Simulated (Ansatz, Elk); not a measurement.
## How far do independent atoms describe Zn2Ga?

The structure of Zn2Ga used here is made up (a known structure type with other elements) and was relaxed beforehand with PBE. The aim is the Fourier transform of its all-electron density, F(hkl), set beside the sum over free spherical atoms that refinements use.

Main program and level: Elk 11.2.3 (patched build); DFT, PBE, all-electron APW+lo, Dirac cores, scalar-relativistic bands, static density, no spin.

The structure was built from a prototype and need not be the compound's stable phase.

## (1) The starting structure

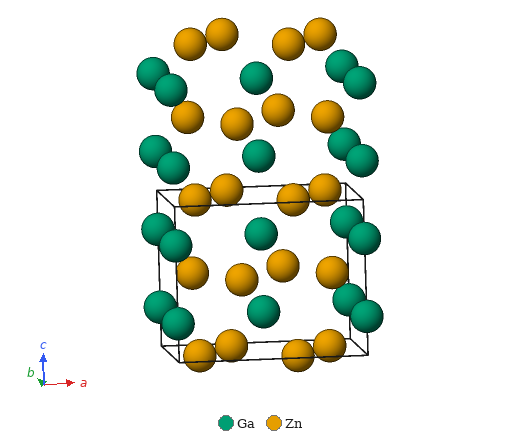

The cell as given, slightly off an axis (gallium teal, zinc orange). 1×1×2 cells are drawn. This picture shows the conventional cell, with its axes. Some periodic images of atoms are drawn too.

## (2) Ground state and structure factors

An all-electron density is needed, since X-rays see the cores too. Task 0 finds the density and task 195 Fourier-transforms it; tshift is off so that phases refer to the origin typed.

Contents of elk.in:

```
tasks
  0
  195

xctype
  20

spinpol
  .false.

rgkmax
  7.0

gmaxvr
  14.0

lmaxo
  7

lmaxapw
  8

swidth
  0.002

tshift
  .false.

ramdisk
  .false.

hmaxvr
  5.5

maxscl
  120

epspot
  1e-06

sppath
  './'

avec
  -5.99580557757 5.99580557757 4.94424434550
  5.99580557757 -5.99580557757 4.94424434550
  5.99580557757 5.99580557757 -4.94424434550

atoms
  2
  'Ga.in'
  2
  0.2500000000 0.2500000000 -0.0000000000   0.000000 0.000000 0.000000
  0.7500000000 0.7500000000 -0.0000000000   0.000000 0.000000 0.000000
  'Zn.in'
  4
  0.6425459217 0.8574540783 0.5000000000   0.000000 0.000000 0.000000
  0.8574540783 0.3574540783 0.2149081566   0.000000 0.000000 0.000000
  0.3574540783 0.1425459217 0.5000000000   0.000000 0.000000 0.000000
  0.1425459217 0.6425459217 0.7850918434   0.000000 0.000000 0.000000

ngridk
  6 6 6
```

Run with:

```console
$ OMP_NUM_THREADS=4 elk
```

Numbers of over 12 decimals in the logs are rounded to 6 here.

The log of the run:

```text
┌─────────────────────────┐
│ Elk code version 11.2.3 │
└─────────────────────────┘

All units are atomic (Hartree, Bohr, etc.)

┌─────────────────────────────────────────────────┐
│ Ground-state run starting from atomic densities │
└─────────────────────────────────────────────────┘

Lattice vectors :
  -5.995805578       5.995805578       4.944244345
   5.995805578      -5.995805578       4.944244345
   5.995805578       5.995805578      -4.944244345

Reciprocal lattice vectors :
 -0.1232924167E-16  0.5239650641      0.6354040039
  0.5239650641     -0.1232924167E-16  0.6354040039
  0.5239650641      0.5239650641      0.6747298240E-18

Unit cell volume      :    710.9760977
Brillouin zone volume :   0.3488868532

Muffin-tin inner radius fraction :   0.1000000000E-01

Nuclei treated as point charges

Species : 1 (Ga)
 parameters loaded from : Ga.in
 name : gallium
 nuclear charge    :   -31.00000000
 electronic charge :    31.00000000
 atomic mass :    127097.2539
 muffin-tin radius :    2.400000000
 number of radial points in muffin-tin :    993
 inner part over the whole radius :   0.9952882137E-02
 number on inner part of muffin-tin    :    702
 approximate nuclear radius :   0.7562051033E-04
 number of mesh points to nuclear radius :    339
 atomic positions (lattice), magnetic fields (Cartesian) :
  1 :   0.25000000  0.25000000  0.00000000    0.00000000  0.00000000  0.00000000
  2 :  -0.25000000 -0.25000000  0.00000000    0.00000000  0.00000000  0.00000000

Species : 2 (Zn)
 parameters loaded from : Zn.in
 name : zinc
 nuclear charge    :   -30.00000000
 electronic charge :    30.00000000
 atomic mass :    119233.3130
 muffin-tin radius :    2.392393398
 number of radial points in muffin-tin :    993
 inner part over the whole radius :   0.9853042852E-02
 number on inner part of muffin-tin    :    701
 approximate nuclear radius :   0.7484757725E-04
 number of mesh points to nuclear radius :    337
 atomic positions (lattice), magnetic fields (Cartesian) :
  1 :  -0.35745408 -0.14254592  0.50000000    0.00000000  0.00000000  0.00000000
  2 :  -0.14254592  0.35745408  0.21490816    0.00000000  0.00000000  0.00000000
  3 :   0.35745408  0.14254592  0.50000000    0.00000000  0.00000000  0.00000000
  4 :   0.14254592 -0.35745408 -0.21490816    0.00000000  0.00000000  0.00000000

Total number of atoms per unit cell :    6
Total muffin-tin volume :    345.2396544
 ratio of muffin-tin to unit cell volume :   0.4855854584

Spin treatment :
 spin-unpolarised

Number of Bravais lattice symmetries :   16
Number of crystal symmetries         :   16
Crystal has inversion symmetry
Real symmetric eigensolver will be used

k-point grid :      6     6     6
k-point offset :    0.000000000       0.000000000       0.000000000
k-point set is reduced with full crystal symmetry group
Total number of k-points :       30

Muffin-tin radius times maximum |G+k| :    7.000000000
 using average radius
Maximum |G+k| for APW functions       :    2.922842472
Maximum (1/2)|G+k|²                   :    4.271504057
Maximum |G| for potential and density :    14.00000000
Constant for pseudocharge density :    8
 order of it for each species :   15  15
 order of it for pair densities of each species (exact exchange by exxq0 0: 16) :   10  10
Radial integration step length :    1

G-vector grid sizes :     45    45    45
Number of G-vectors :    32955

Maximum angular momentum used for
 APW functions            :    8
 outer part of muffin-tin :    7
 inner part of muffin-tin :    2

Total nuclear charge    :   -182.0000000
Total core charge       :    84.00000000
Total valence charge    :    98.00000000
Total excess charge     :    0.000000000
Total electronic charge :    182.0000000

Effective Wigner radius, rₛ :   0.9770084826

Number of empty states         :     24
Total number of valence states :     74
Total number of core states    :     84

Third-order local-orbitals added for an l without core states : T
Total number of local-orbitals :    126

[...]
Madelung                    :     -13375.386616869
 xc potential                :     -566.10867695011
 exchange                    :     -428.47591814660
 correlation                 :     -8.812261
 electron entropic           :    -0.73256408505222E-03
 total energy                :     -11073.523955542

Density of states at Fermi energy :    56.59414390
 (states/Hartree/unit cell)

Estimated indirect band gap :   0.2561737556E-02
 from k-point 29 to k-point 16
Estimated direct band gap   :   0.7706449947E-02
 at k-point 16

Charges :
 core                        :    84.00000000
 valence                     :    98.00000000
 interstitial                :    7.611507561
 muffin-tins (core leakage)
  species : 1 (Ga)
[...]
species : 2 (Zn)
[...]
total in muffin-tins        :    174.3884924
 total calculated charge     :    181.9979485
 total charge                :    182.0000000
 error                       :   0.2051483068E-02

RMS change in Kohn-Sham potential (target) :   0.1761736174     (  0.1000000000E-05)
Absolute change in total energy (target)   :   0.1825843658     (  0.1000000000E-03)

[... loops 3 to 14 left out ...]

┌──────────────────┐
│ Loop number : 15 │
└──────────────────┘

Energies :
 Fermi                       :     0.193133
 sum of occupied eigenvalues :     -6349.9803038259
 electron kinetic            :      11281.341066200
 core electron kinetic       :      10159.165612111
 Coulomb                     :     -21915.990731783
 Coulomb potential           :     -17061.861130644
 nuclear-nuclear             :     -1606.2208829580
 electron-nuclear            :     -23601.280255168
 Hartree                     :      3291.5104063427
 Madelung                    :     -13385.060166461
 xc potential                :     -569.46023938216
 exchange                    :     -429.18249604068
 correlation                 :     -8.816695
 electron entropic           :    -0.60914637356506E-03
 total energy                :     -11072.649466182

Density of states at Fermi energy :    47.00383455
 (states/Hartree/unit cell)

Estimated indirect band gap :   0.3704923690E-02
 from k-point 8 to k-point 29
Estimated direct band gap   :   0.1523920899E-01
 at k-point 29

Charges :
 core                        :    84.00000000
 valence                     :    98.00000000
 interstitial                :    7.352609375
 muffin-tins (core leakage)
  species : 1 (Ga)
[...]
species : 2 (Zn)
[...]
total in muffin-tins        :    174.6473906
 total calculated charge     :    181.9979879
 total charge                :    182.0000000
 error                       :   0.2012051561E-02

RMS change in Kohn-Sham potential (target) :   0.5423034937E-07 (  0.1000000000E-05)
Absolute change in total energy (target)   :   0.3716936953E-04 (  0.1000000000E-03)

Convergence targets achieved

┌──────────────────┐
│ Loop number : 16 │
└──────────────────┘

Energies :
 Fermi                       :     0.193133
 sum of occupied eigenvalues :     -6349.9803024209
 electron kinetic            :      11281.341070826
 core electron kinetic       :      10159.165614875
 Coulomb                     :     -21915.990734323
 Coulomb potential           :     -17061.861133176
 nuclear-nuclear             :     -1606.2208829580
 electron-nuclear            :     -23601.280257950
 Hartree                     :      3291.5104065843
 Madelung                    :     -13385.060167735
 xc potential                :     -569.46024007085
 exchange                    :     -429.18249606701
 correlation                 :     -8.816695
 electron entropic           :    -0.60914633251127E-03
 total energy                :     -11072.649464114

Density of states at Fermi energy :    47.00383057
 (states/Hartree/unit cell)

Estimated indirect band gap :   0.3704924337E-02
 from k-point 8 to k-point 29
Estimated direct band gap   :   0.1523920969E-01
 at k-point 29

Charges :
 core                        :    84.00000000
 valence                     :    98.00000000
 interstitial                :    7.352609244
 muffin-tins (core leakage)
  species : 1 (Ga)
[...]
species : 2 (Zn)
[...]
atom 2                    :    28.81579040     (  0.8384206715E-04)
   atom 3                    :    28.81579040     (  0.8384206715E-04)
   atom 4                    :    28.81579040     (  0.8384206715E-04)
 total in muffin-tins        :    174.6473908
 total calculated charge     :    181.9979879
 total charge                :    182.0000000
 error                       :   0.2012051548E-02

┌──────────────────────────────┐
│ Self-consistent loop stopped │
└──────────────────────────────┘

Warning : core states of species 1 leak from the muffin-tin :   0.7530287730E-03

Wrote STATE.OUT
```

Elapsed: 44 s, on 4 threads of Arm Neoverse V2, shared host; peak memory 0.2 GiB; 2.3 min of CPU time.

SFACRHO.OUT:

```text

h k l indices transformed by vhmat matrix:
   1.000000000       0.000000000       0.000000000    
   0.000000000       1.000000000       0.000000000    
   0.000000000       0.000000000       1.000000000    

      h      k      l  multipl.   |H|            Re(F)            Im(F)           |F|

      0      0      0      1   0.0000000       182.00000      0.35412703E-16   182.00000    
     -1      1      0      4  0.74099850       13.670053      0.49465453E-14   13.670053    
      0     -1      1      8  0.82357613      0.24666939E-14  0.34533714E-13  0.34621698E-13
      1     -1      1      4   1.0479301       30.560011      -0.0000000       30.560011    
     -1     -1      1      2   1.2708080       47.488304     -0.19107804E-13   47.488304    
      2     -1     -1      8   1.3328298       73.426423      0.27133632E-13   73.426423    
     -2      1      0      8   1.3328298      -73.426423      0.19733551E-13   73.426423    
     -2      0      1      8   1.4710648      -84.545677     -0.13643714E-13   84.545677    
     -2      2      0      4   1.4819970       52.410997     -0.95057032E-14   52.410997    
      2      0     -2      8   1.6471523      -65.717627     -0.98667754E-14   65.717627    
     -2      2     -1      4   1.6569230       96.170086      -0.0000000       96.170086    
     -2      2      1      4   1.6569230       96.170086     -0.24666939E-14   96.170086    
     -2      1     -1      8   1.6954624      0.34533714E-13  0.19733551E-13  0.39774243E-13
     -1      3     -1      8   1.9522469      -39.135060     -0.39281570E-13   39.135060    
     -1     -2      2      8   1.9769126     -0.76467510E-13  0.44400489E-13  0.88423320E-13
      1      0     -3      8   1.9931759       35.264402      0.29600326E-13   35.264402    
     -3      2      1      8   1.9931759      -35.264402      0.74000816E-14   35.264402    
      0     -2     -1      8   2.0881444       3.3582692      -0.0000000       3.3582692
```

Elk indexes on the primitive cell of elk.in and gives |H| = 4π sin θ/λ in inverse bohr. Below, one row stands for each form hkl of the conventional cell (m members, Friedel mates merged), F is for one primitive cell and the density is static (no thermal factor). Free-atom factors are Waasmaier and Kirfel's, and R is Σm||F|−|F'||/Σm|F|.

```
hkl   m  sin θ/λ (Å⁻¹)  abs F, DFT  neutral atoms   diff.
110   4          0.111      13.670         13.483  +0.187
101   8          0.124       0.000          0.000  +0.000
200   4          0.158      30.560         30.361  +0.199
002   2          0.191      47.488         47.915  -0.426
211  16          0.200      73.426         73.927  -0.500
112   8          0.221      84.546         85.108  -0.562
220   4          0.223      52.411         52.739  -0.328
202   8          0.248      65.718         66.280  -0.563
310   8          0.249      96.170         97.009  -0.839
301   8          0.255       0.000          0.000  +0.000
222   8          0.294      39.135         39.414  -0.279
103   8          0.297       0.000          0.000  +0.000
321  16          0.300      35.264         35.548  -0.284
312  16          0.314       3.358          3.416  -0.058
```

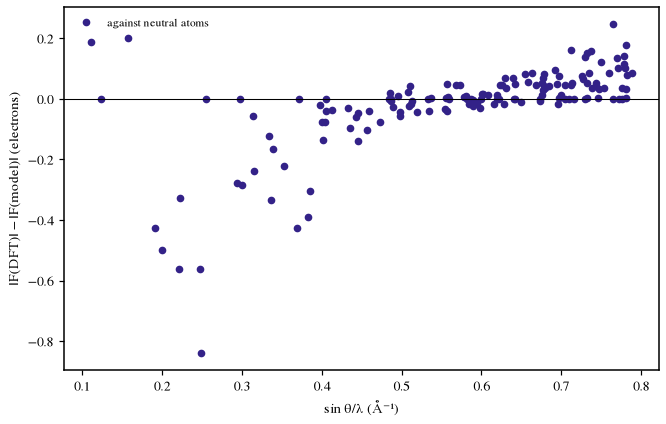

Difference between the calculated structure factors and the independent-atom ones.

## (3) The highest occupied states alone

An energy window below the Fermi level keeps the highest occupied states, to see at which angles they scatter; shallow core shells can lie inside it and anion s states outside. No new self-consistency is needed.

elk.in: that of step 2 with these lines changed.

```diff
@@ -1,3 +1,2 @@
 tasks
-  0
   195
@@ -40,2 +39,5 @@
 
+wsfac
+  -0.358110 0.493130
+
 sppath
```

Run with:

```console
$ OMP_NUM_THREADS=4 elk
```

The log of the run:

```text
┌─────────────────────────────────┐
│ Elk code version 11.2.3 started │
└─────────────────────────────────┘

Info(readinput): the functional depends on the density's gradient
 muffin-tin radial points multiplied by    2.00000
 (not where nrmtscf is given)

┌────────────────────┐
│ Current task : 195 │
└────────────────────┘
Info(checkmt): changed muffin-tin radius of species 2 (Zn) from   2.4000 to   2.3924

Info(sfacrho): density structure factors written to SFACRHO.OUT

 Energy window :  -0.3581100000      0.4931300000

┌──────────────────┐
│ Elk code stopped │
└──────────────────┘
```

Elapsed: 12 s, on 4 threads; peak memory 0.19 GiB.

States within 15 eV below the Fermi level hold 72.33 electrons; any levels below the window count with the cores, and a count that is not whole means the window cuts a band. Their amplitudes can exceed the total, where window and core parts have opposite phase:

```
hkl  sin θ/λ (Å⁻¹)  abs F, window  abs F, all
110          0.111          4.333      13.670
101          0.124          0.000       0.000
200          0.158          9.658      30.560
002          0.191         15.350      47.488
211          0.200         22.816      73.426
112          0.221         25.027      84.546
220          0.223         15.018      52.411
202          0.248         18.492      65.718
310          0.249         26.841      96.170
301          0.255          0.000       0.000
```

## (4) Another functional

The difference from free atoms is small, so it is set against the change that LDA (Perdew-Wang) makes.

elk.in: that of step 3 with these lines changed.

```diff
@@ -1,2 +1,3 @@
 tasks
+  0
   195
@@ -4,3 +5,3 @@
 xctype
-  20
+  3
 
@@ -39,5 +40,2 @@
 
-wsfac
-  -0.358110 0.493130
-
 sppath
```

Run with:

```console
$ OMP_NUM_THREADS=4 elk
```

The log of the run:

```text
┌─────────────────────────┐
│ Elk code version 11.2.3 │
└─────────────────────────┘

All units are atomic (Hartree, Bohr, etc.)

┌─────────────────────────────────────────────────┐
│ Ground-state run starting from atomic densities │
└─────────────────────────────────────────────────┘

Lattice vectors :
  -5.995805578       5.995805578       4.944244345
   5.995805578      -5.995805578       4.944244345
   5.995805578       5.995805578      -4.944244345

Reciprocal lattice vectors :
 -0.1232924167E-16  0.5239650641      0.6354040039
[...]
muffin-tins (core leakage)
  species : 1 (Ga)
[...]
species : 2 (Zn)
[...]
atom 3                    :    28.83391940     (  0.8429688827E-04)
   atom 4                    :    28.83391940     (  0.8429688827E-04)
 total in muffin-tins        :    174.7545724
 total calculated charge     :    181.9979360
 total charge                :    182.0000000
 error                       :   0.2064023015E-02

┌──────────────────────────────┐
│ Self-consistent loop stopped │
└──────────────────────────────┘

Warning : core states of species 1 leak from the muffin-tin :   0.7724545416E-03

Wrote STATE.OUT
[key lines of the parts left out:]
total energy                :     -11056.366673098
```

Wall time 30 s (4 threads); peak memory 0.19 GiB; 95 s of CPU time.

Against the first run R = 0.05 %; the largest change is -0.108 at 004.

## (5) Basis size

The basis and the expansions that go with it are enlarged, to see whether the differences are converged.

elk.in: that of step 4 with these lines changed.

```diff
@@ -5,3 +5,3 @@
 xctype
-  3
+  20
 
@@ -11,12 +11,12 @@
 rgkmax
-  7.0
+  8.5
 
 gmaxvr
-  14.0
+  18.0
 
 lmaxo
-  7
+  9
 
 lmaxapw
-  8
+  10
```

Run with:

```console
$ OMP_NUM_THREADS=4 elk
```

The log of the run:

```text
┌─────────────────────────┐
│ Elk code version 11.2.3 │
└─────────────────────────┘

All units are atomic (Hartree, Bohr, etc.)

┌─────────────────────────────────────────────────┐
│ Ground-state run starting from atomic densities │
└─────────────────────────────────────────────────┘

Lattice vectors :
  -5.995805578       5.995805578       4.944244345
   5.995805578      -5.995805578       4.944244345
   5.995805578       5.995805578      -4.944244345

Reciprocal lattice vectors :
 -0.1232924167E-16  0.5239650641      0.6354040039
[...]
muffin-tins (core leakage)
  species : 1 (Ga)
[...]
species : 2 (Zn)
[...]
atom 3                    :    28.82264405     (  0.8384080274E-04)
   atom 4                    :    28.82264405     (  0.8384080274E-04)
 total in muffin-tins        :    174.6851942
 total calculated charge     :    181.9981865
 total charge                :    182.0000000
 error                       :   0.1813508628E-02

┌──────────────────────────────┐
│ Self-consistent loop stopped │
└──────────────────────────────┘

Warning : core states of species 1 leak from the muffin-tin :   0.7525429808E-03

Wrote STATE.OUT
[key lines of the parts left out:]
total energy                :     -11072.683005189
```

Elapsed: 1.9 min, on 4 threads; peak memory 0.4 GiB; 5.8 min of CPU time.

Against the first run R = 0.01 %; the largest change is -0.017 at 004.

## (6) Settings against the effect

```
                              run  R against the first run (%)  R against neutral atoms, low angle (%)  wall time
                    PBE, rgkmax 7                         0.00                                    0.76       44 s
                LDA (Perdew-Wang)                         0.05                                    0.78       30 s
rgkmax 8.5 with larger expansions                         0.01                                    0.76    1.9 min
```

## (7) Outcome

| Item | Value |
| --- | --- |
| R against neutral atoms, sin θ/λ < 0.3 Å⁻¹ | 0.76 % |
| R against neutral atoms, 0.3 to 0.79 Å⁻¹ | 0.22 % |

**Reading.** Independent neutral atoms miss the calculated amplitudes by R = 0.76 % below 0.3 Å⁻¹ and 0.22 % from there to 0.79 Å⁻¹; by shells, 1.37 % below 0.15 Å⁻¹ (1 form), 0.75 % 0.15 to 0.3 (9 forms), 0.34 % 0.3 to 0.45 (20 forms), 0.19 % above 0.45 (102 forms). Bonding, aspherical density and the tables' own atoms all enter these figures, and the runs don't part them. The largest change of an amplitude is -0.84 electrons, at 310. The window's part falls from 72.3 electrons at the origin to at most 13.74 between 0.45 and 0.79 Å⁻¹, where compact states inside the window still scatter. The window holds more than the 54 outer electrons of the free atoms, so shallow core shells lie inside it. Below 0.3 Å⁻¹ the changes that finished (LDA (Perdew-Wang) and rgkmax 8.5 with larger expansions) move F by R = 0.03 % at most, against the 0.76 % that separates it from free atoms. The k-mesh has no finished test. Part of the difference isn't bonding: the tables are fits to free atoms and ions calculated by other methods than this functional. Thermal motion, anomalous dispersion and extinction are left out.

[Logs are printed without paths, hosts, clocks, repeated set-up lines and the standing remarks that a program may print on its own settings, such as how far it seeks lower states.]

[Hosts, paths, dates, database ids (printed as entryN), source tags and the programs' standing remarks are cut or masked in the printed files.]
